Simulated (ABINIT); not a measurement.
**Quasiparticle gap of BaZrSe3 (P1) in ABINIT**

How does a plane-wave GW calculation on BaZrSe3 (P1) run from the first input to the gap?

Program: ABINIT 10.8.3. Level of theory: PBEsol and many-body steps on it, plane waves. Results are calculated unless marked as measured.

## (1) Set-up

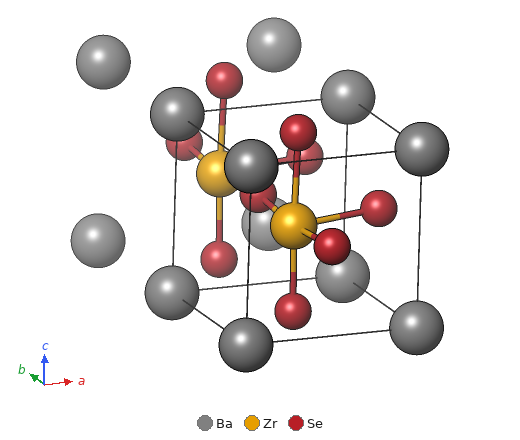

Start, viewed slightly off an axis; barium grey, zirconium orange, selenium red. 1×2×1 cells are drawn. Some periodic images of atoms are drawn too.

As a file:

```cif
data_structure
_symmetry_space_group_name_H-M 'P 1'
_symmetry_Int_Tables_number 1
_cell_length_a 5.2874
_cell_length_b 5.2964
_cell_length_c 5.3095
_cell_angle_alpha 89.891
_cell_angle_beta 89.914
_cell_angle_gamma 89.961
_cell_volume 148.69
loop_
_atom_site_label
_atom_site_type_symbol
_atom_site_fract_x
_atom_site_fract_y
_atom_site_fract_z
_atom_site_occupancy
Ba1 Ba 0.99864 0.99848 0.99867 1
Zr2 Zr 0.47658 0.49007 0.47673 1
Se3 Se 0.48832 0.99851 0.50269 1
Se4 Se 0.98384 0.51164 0.51854 1
Se5 Se 0.49261 0.50131 0.99337 1
```

The cell and positions are those that the Materials Project relaxed with its own functionals (PBE, PBE+U or r2SCAN), kept fixed. Spin-orbit coupling is left out unless a step names it.

## (2) Ground state

This step: ABINIT 10.8.3; DFT, PBEsol, plane waves, norm-conserving pseudopotentials.

The ground-state density comes first.

Input file run.abi:

```
acell 3*1.0 Angstrom
rprim 
  5.287383000000 -0.000000000000 -0.000000000000
  0.003576000000 5.296392000000 -0.000000000000
  0.007950000000 0.010054000000 5.309462000000
ntypat 3
znucl 56 40 34
natom 5
typat 1 2 3 3 3
xred 
  0.998643000000 0.998478000000 0.998673000000
  0.476578000000 0.490069000000 0.476727000000
  0.488317000000 0.998506000000 0.502693000000
  0.983845000000 0.511636000000 0.518540000000
  0.492614000000 0.501310000000 0.993370000000
pp_dirpath "pseudos"
pseudos "Ba.upf, Zr.upf, Se.upf"
ecut 48
ngkpt 4 4 4
nshiftk 1
shiftk 0 0 0
kptopt 1
chksymbreak 0
nband 53
occopt 1
tolvrs 1e-10
nstep 60
prtwf 0
optforces 0
optstress 0
indata_prefix "in"
outdata_prefix "out"
tmpdata_prefix "tmp"
```

Launch:

```bash
$ OMP_NUM_THREADS=1 mpirun -n 8 abinit run.abi > log
```

Numbers of over 12 decimals in the logs are rounded to 6 here.

The log of the run:

```text
.Version 10.8.3 of ABINIT. v10.8.2 released Aug 2026.

 Symmetries : space group P1 (#  1); Bravais aP (primitive triclinic)
================================================================================
 Values of the parameters that define the memory need of the present run
     intxc =       0    ionmov =       0      iscf =       7    lmnmax =       6
     lnmax =       6     mgfft =      64  mpssoang =       3    mqgrid =    3130
     natom =       5  nloc_mem =       1    nspden =       1   nspinor =       1
    nsppol =       1      nsym =       1    n1xccc =    2501    ntypat =       3
    occopt =       1   xclevel =       2
-    mband =          53        mffmem =           1         mkmem =           5
       mpw =       15958          nfft =      262144          nkpt =          36
================================================================================
  Rough estimation (10% accuracy) of disk space for files :
================================================================================

--------------------------------------------------------------------------------
------------- Echo of variables that govern the present computation ------------
--------------------------------------------------------------------------------
 -outvars: echo values of preprocessed input variables --------
            acell      1.8897261259E+00  1.8897261259E+00  1.8897261259E+00 Bohr

      chksymbreak           0
             ecut      4.80000000E+01 Hartree
-          fftalg         312

              ixc     -116133
              kpt      0.00000000E+00  0.00000000E+00  0.00000000E+00
                       2.50000000E-01  0.00000000E+00  0.00000000E+00
                       5.00000000E-01  0.00000000E+00  0.00000000E+00
                       0.00000000E+00  2.50000000E-01  0.00000000E+00
                       2.50000000E-01  2.50000000E-01  0.00000000E+00
                       5.00000000E-01  2.50000000E-01  0.00000000E+00
                      -2.50000000E-01  2.50000000E-01  0.00000000E+00
                       0.00000000E+00  5.00000000E-01  0.00000000E+00
                       2.50000000E-01  5.00000000E-01  0.00000000E+00
   [... 25 further rows ...]
                       2.50000000E-01  5.00000000E-01  5.00000000E-01
                       5.00000000E-01  5.00000000E-01  5.00000000E-01
         kptrlatt        4    0    0      0    4    0      0    0    4
          kptrlen      3.99668232E+01
P           mkmem           5
            natom           5
            nband          53
            ngfft          64      64      64
             nkpt          36
            nstep          60
             nsym           1
           ntypat           3
              occ      2.000000  2.000000  2.000000  2.000000  2.000000  2.000000
                       2.000000  2.000000  2.000000  2.000000  2.000000  2.000000
                       2.000000  2.000000  2.000000  2.000000  2.000000  2.000000
                       2.000000  2.000000  2.000000  2.000000  2.000000  2.000000
                       2.000000  2.000000  2.000000  2.000000  2.000000  2.000000
                       2.000000  2.000000  2.000000  2.000000  2.000000  2.000000
                       2.000000  2.000000  2.000000  2.000000  2.000000  2.000000
                       2.000000  2.000000  2.000000  2.000000  2.000000  0.000000
                       0.000000  0.000000  0.000000  0.000000  0.000000
        optforces           0
        optstress           0
            prtwf           0
            rprim      5.2873830000E+00 -0.0000000000E+00 -0.0000000000E+00
[...]
spgroup           1
           tolvrs      1.00000000E-10

             xred      9.9864300000E-01  9.9847800000E-01  9.9867300000E-01
[...]
znucl       56.00000   40.00000   34.00000

================================================================================

 chkinp: Checking input parameters for consistency.

================================================================================
== DATASET  1 ==================================================================
-   mpi_nproc: 8, omp_nthreads: 1 (-1 if OMP is not activated)

--- !DatasetInfo
iteration_state: {dtset: 1, }
dimensions: {natom: 5, nkpt: 36, mband: 53, nsppol: 1, nspinor: 1, nspden: 1, mpw: 15958, }
cutoff_energies: {ecut:  48.0, pawecutdg:  -1.0, }
electrons: {nelect:   9.40000000E+01, charge:   0.00000000E+00, occopt:   1.00000000E+00, tsmear:   1.00000000E-02, }

 Real(R)+Recip(G) space primitive vectors, cartesian coordinates (Bohr,Bohr^-1):
 R(1)=  9.9917058  0.0000000  0.0000000  G(1)=  0.1000830 -0.0000676 -0.0001497
 R(2)=  0.0067577 10.0087303  0.0000000  G(2)=  0.0000000  0.0999128 -0.0001892
 R(3)=  0.0150233  0.0189993 10.0334291  G(3)=  0.0000000  0.0000000  0.0996668
 Unit cell volume ucvol=  1.0033859E+03 bohr^3
 Angles (23,13,12)=  8.98914470E+01  8.99142097E+01  8.99613152E+01 degrees

 getcut: wavevector=  0.0000  0.0000  0.0000  ngfft=  64  64  64
         ecut(hartree)=     48.000   => boxcut(ratio)=   2.04524

--- Pseudopotential description ------------------------------------------------
- Ba Generated using ONCVPSP code by D. R. Hamann
- 56.00000  10.00000  180301                  znucl, zion, pspdat
12 -116133 2 -1 1936                          pspcod,pspxc,lmax,lloc,mmax
[...]
12 -116133 2 -1 1604                          pspcod,pspxc,lmax,lloc,mmax
     nproj     2     2     2
  pspatm : epsatm=   18.88750569
         --- l  ekb(1:nproj) -->
[...]
pspatm: atomic psp has been read  and splines computed

- Se Generated using ONCVPSP code by D. R. Hamann
- 34.00000  24.00000  180301                  znucl, zion, pspdat
12 -116133 2 -1 1198                          pspcod,pspxc,lmax,lloc,mmax
     nproj     2     2     2
  pspatm : epsatm=   25.27915816
         --- l  ekb(1:nproj) -->
[...]
pspatm: atomic psp has been read  and splines computed

   1.10262044E+04                                ecore*ucvol(ha*bohr**3)
--------------------------------------------------------------------------------

_setup2: Arith. and geom. avg. npw (full set) are   15938.891   15938.883

================================================================================

--- !BeginCycle
iteration_state: {dtset: 1, }
solver: {iscf: 7, nstep: 60, nline: 4, wfoptalg: 0, }
tolerances: {tolvrs: 1.00E-10, }

     iter   Etot(hartree)      deltaE(h)  residm     vres2
 ETOT  1  -1085.0955327386    -1.085E+03 1.785E+00 2.126E+03
 ETOT  2  -1092.5364916241    -7.441E+00 5.216E-02 5.477E+03
 ETOT  3  -1093.1055722884    -5.691E-01 1.876E-02 1.354E+03
 ETOT  4  -1093.1935397338    -8.797E-02 2.690E-02 5.683E+02
 ETOT  5  -1093.2377069260    -4.417E-02 4.002E-03 1.420E+02
 ETOT  6  -1093.2480104626    -1.030E-02 4.982E-03 2.771E+01
 ETOT  7  -1093.2509564120    -2.946E-03 2.044E-03 2.468E-01
 ETOT  8  -1093.2509787497    -2.234E-05 2.259E-03 6.824E-02
 ETOT  9  -1093.2509825180    -3.768E-06 5.507E-04 6.281E-03
 ETOT 10  -1093.2509832353    -7.174E-07 5.160E-04 4.032E-05
 ETOT 11  -1093.2509832390    -3.672E-09 1.877E-04 1.193E-06
 ETOT 12  -1093.2509832391    -1.221E-10 1.283E-04 1.239E-07
 ETOT 13  -1093.2509832391     4.093E-11 2.522E-04 7.077E-09
 ETOT 14  -1093.2509832391    -6.685E-11 1.334E-04 1.843E-09
 ETOT 15  -1093.2509832391    -1.023E-11 2.341E-04 1.121E-10
 ETOT 16  -1093.2509832391     5.434E-11 1.038E-04 9.820E-12

 At SCF step   16       vres2   =  9.82E-12 < tolvrs=  1.00E-10 =>converged.

--- !ResultsGS
iteration_state: {dtset: 1, }
comment   : Summary of ground state results
lattice_vectors:
- [  9.9917058,  -0.0000000,  -0.0000000, ]
- [  0.0067577,  10.0087303,  -0.0000000, ]
- [  0.0150233,   0.0189993,  10.0334291, ]
lattice_lengths: [   9.99171,   10.00873,   10.03346, ]
lattice_angles: [ 89.891,  89.914,  89.961, ] # degrees, (23, 13, 12)
lattice_volume:   1.0033859E+03
convergence: {deltae:  5.434E-11, res2:  9.820E-12, residm:  1.038E-04, diffor:  0.000E+00, }
etotal    :  -1.09325098E+03
entropy   :   0.00000000E+00
fermie    :   2.12745016E-01
cartesian_stress_tensor: null
pressure_GPa: null
xred      :
- [  9.9864E-01,   9.9848E-01,   9.9867E-01, Ba]
- [  4.7658E-01,   4.9007E-01,   4.7673E-01, Zr]
- [  4.8832E-01,   9.9851E-01,   5.0269E-01, Se]
- [  9.8385E-01,   5.1164E-01,   5.1854E-01, Se]
- [  4.9261E-01,   5.0131E-01,   9.9337E-01, Se]
cartesian_forces: null
force_length_stats: {min: null, max: null, mean: null, }

 Integrated electronic density in atomic spheres:
 ------------------------------------------------
 Atom  Sphere_radius  Integrated_density
[...]
================================================================================

 ----iterations are completed or convergence reached----

 Mean square residual over all n,k,spin=   16.273E-08; max=  10.385E-05
 reduced coordinates (array xred) for    5 atoms
       0.998643000000      0.998478000000      0.998673000000
       0.476578000000      0.490069000000      0.476727000000
       0.488317000000      0.998506000000      0.502693000000
       0.983845000000      0.511636000000      0.518540000000
       0.492614000000      0.501310000000      0.993370000000
 rms dE/dt=  0.0000E+00; max dE/dt=  0.0000E+00; dE/dt below (all hartree)
    1       0.000000000000      0.000000000000      0.000000000000
    2       0.000000000000      0.000000000000      0.000000000000
    3       0.000000000000      0.000000000000      0.000000000000
    4       0.000000000000      0.000000000000      0.000000000000
    5       0.000000000000      0.000000000000      0.000000000000

 cartesian coordinates (angstrom) at end:
    1      5.291718     5.298372     5.302416
    2      2.525393     2.600391     2.531164
    3      2.589486     5.293533     2.669029
    4      5.207917     2.715038     2.753168
    5      2.614329     2.665122     5.274260
 length scales=  1.889726125908  1.889726125908  1.889726125908 bohr
              =  1.000000000000  1.000000000000  1.000000000000 angstroms
 prteigrs : about to open file out_EIG
 Fermi (or HOMO) energy (hartree) =   0.21275   Average Vxc (hartree)=  -0.35699
 Eigenvalues (hartree) for nkpt=  36  k points:
 kpt#   1, nband= 53, wtk=  0.01563, kpt=  0.0000  0.0000  0.0000 (reduced coord)
  -7.38876   -7.38798   -7.38789   -5.17196   -5.17155   -5.17149   -5.17139   -5.17135
  -5.17068   -5.17063   -5.17053   -5.17045   -1.61080   -1.51195   -1.51133   -1.51121
  -1.51120   -1.51114   -1.51053   -1.51050   -1.51049   -1.51044   -1.51043   -1.51038
  -1.50958   -1.50955   -1.50936   -1.50932   -0.82018   -0.80447   -0.80441   -0.80416
  -0.27231   -0.27209   -0.27198   -0.26301   -0.22975   -0.22884    0.09307    0.09419
   0.09463    0.16285    0.16453    0.16641    0.18354    0.19045    0.19297    0.21857
   0.22335    0.23275    0.28059    0.28334    0.29920
 prteigrs : prtvol=0 or 1, do not print more k-points.

--- !EnergyTerms
iteration_state     : {dtset: 1, }
comment             : Components of total free energy in Hartree
kinetic             :  4.59101244991945E+02
hartree             :  4.82992236254390E+02
xc                  : -1.02249310012666E+02
Ewald energy        : -4.39823265550086E+02
psp_core            :  1.09889963134471E+01
local_psp           : -1.25582213621615E+03
non_local_psp       : -2.48438749019973E+02
total_energy        : -1.09325098323909E+03
total_energy_eV     : -2.97488747687175E+04
band_energy         : -1.93258682347597E+02

== END DATASET(S) ==============================================================
================================================================================

 -outvars: echo values of variables after computation  --------
           etotal     -1.0932509832E+03
            nband          53
             nkpt          36
          spgroup           1
 [... the other variables as echoed above ...]

 Calculation completed.
```

It took 6.3 min on 8 MPI ranks of Intel Xeon Platinum 8488C (Sapphire Rapids), shared host; peak memory 1.6 GiB.

Numbers from this step:

* total energy: -29748.8748 eV
* gap: 0.1584 eV
* k of the valence top: 0.5, 0.5, 0.5
* k of the conduction bottom: 0, 0, 0
* least direct gap: 0.6966 eV

The gap is indirect, with the least direct gap 0.54 eV higher.

(Part 1 of 3 ends here.)

[Paths, hosts, dates, memory and timing lines, banners, echoed tables and standing remarks are left out of the program output.]

[Logs are printed without paths, hosts, clocks, repeated set-up lines and the standing remarks that a program may print on its own settings, such as how far it seeks lower states.]

[Runs of the session that timed out or met a known fault of the program may be left out.]

[Hosts, paths, dates, database ids (printed as entryN), source tags and the programs' standing remarks are cut or masked in the printed files.]

[G0W0 gaps are taken among the corrected bands and points alone; a level outside them can change the order at an edge.]

[Where Ansatz stands beside ABINIT at settings called matched, ABINIT's density can come from a denser mesh and the files from another edition; pairs whose starting gaps differed by over 0.03 eV were left out, so agreement reads better than it is.]
